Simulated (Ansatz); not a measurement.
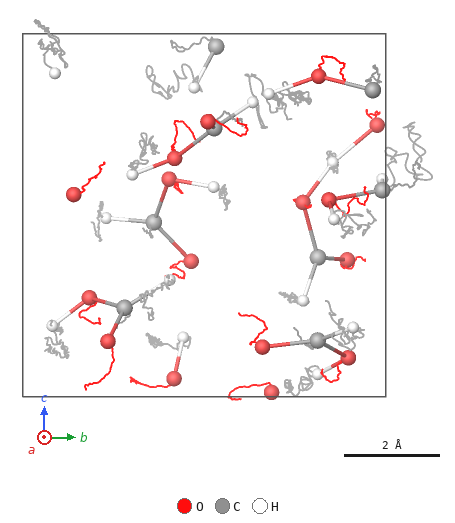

Molecular dynamics of a periodic cell with 8 HCOOH at 1.348 g/cm³, 300 fs long. It starts from the last geometry of an earlier run, with fresh velocities. Lines trace each atom's path, in the colour of its element; spheres stand at the starting positions. Seen along the a axis in the simulation cell.

Computed with DFT PBEsol, scalar-relativistic, plane waves, PAW (Ansatz 0.2.0). Run with plane-wave cutoff 420 eV; k-point mesh 1 × 1 × 1; Fermi-Dirac smearing 0.05 eV; Nosé-Hoover thermostat (NVT); set temperature 250 K; time step 0.75 fs; thermostat time 100.0 fs.

> Describe the motion.

In the second half of the run the atoms are, in the root-mean-square, this far from where they began (common drift taken out): H 0.82 Å, O 0.68 Å, C 0.66 Å. The heavy atoms stay within a fraction of a molecule's size of their starting places; so short a run doesn't tell a liquid from a solid. Bond changes: one H–O bond forms at about 246 fs.

Limits of the set-up: the periodic images lie only 7.7 Å apart, so the values are limited by the cell's size.
